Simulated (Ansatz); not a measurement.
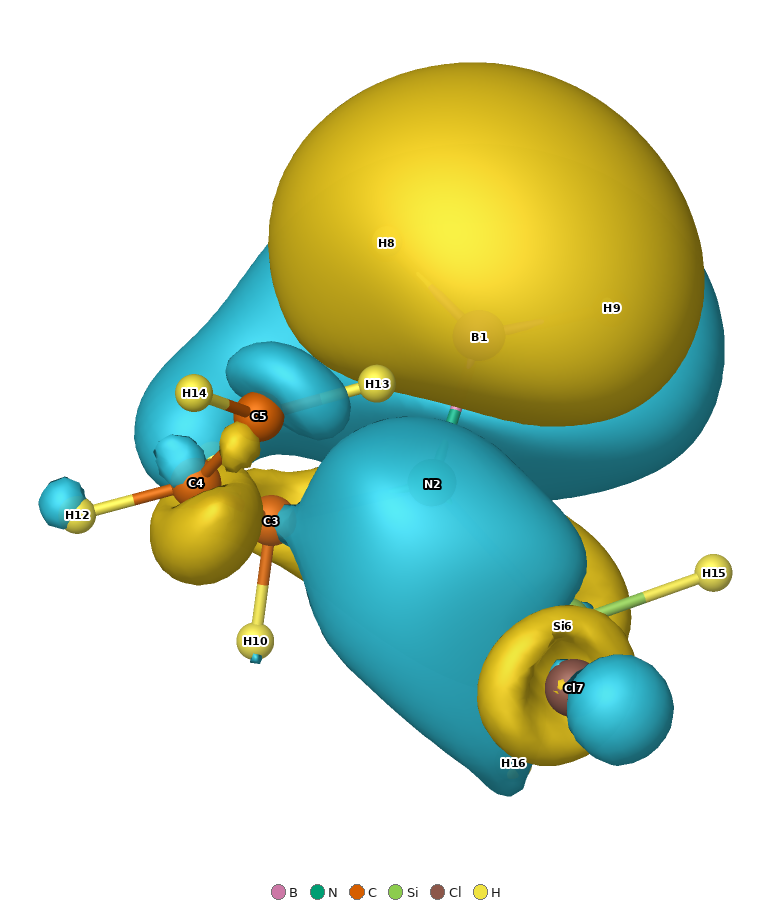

Figure 1: C3H9BClNSi (SMILES BN(CC=C)[SiH2]Cl). One frontier orbital at ±0.05 Å⁻³ᐟ² (yellow and cyan are the two phases), seen at a tilt.

Geometry: PBE0-D4/def2-TZVP.

Method: RKS PBE0-D4/def2-TZVPP in Ansatz 0.2.0.

```yaml
atoms:
  - { symbol: B, position_ang: [-1.3859, -0.4876, 1.1861] }
  - { symbol: N, position_ang: [-0.3625, -0.6807, 0.2466] }
  - { symbol: C, position_ang: [1.0093, -0.2871, 0.5567] }
  - { symbol: C, position_ang: [1.3200, 1.1575, 0.3220] }
  - { symbol: C, position_ang: [0.4712, 2.0892, -0.0801] }
  - { symbol: Si, position_ang: [-0.6869, -1.4294, -1.2854] }
  - { symbol: Cl, position_ang: [-0.6012, -0.0964, -2.8467] }
  - { symbol: H, position_ang: [-1.1122, -0.0444, 2.2643] }
  - { symbol: H, position_ang: [-2.5080, -0.7831, 0.8944] }
  - { symbol: H, position_ang: [1.7094, -0.8983, -0.0277] }
  - { symbol: H, position_ang: [1.2133, -0.5241, 1.6070] }
  - { symbol: H, position_ang: [2.3545, 1.4263, 0.5247] }
  - { symbol: H, position_ang: [-0.5655, 1.8642, -0.3008] }
  - { symbol: H, position_ang: [0.7924, 3.1152, -0.2118] }
  - { symbol: H, position_ang: [-2.0406, -2.0113, -1.2542] }
  - { symbol: H, position_ang: [0.3699, -2.4326, -1.5509] }
```

**Which orbital is it: HOMO or LUMO?**

The LUMO, at −0.53 eV. Its weight (Hirshfeld) is mainly on B1 (about 55 %), N2 (about 10 %), H8 (about 10 %) and H9 (about 5 %).
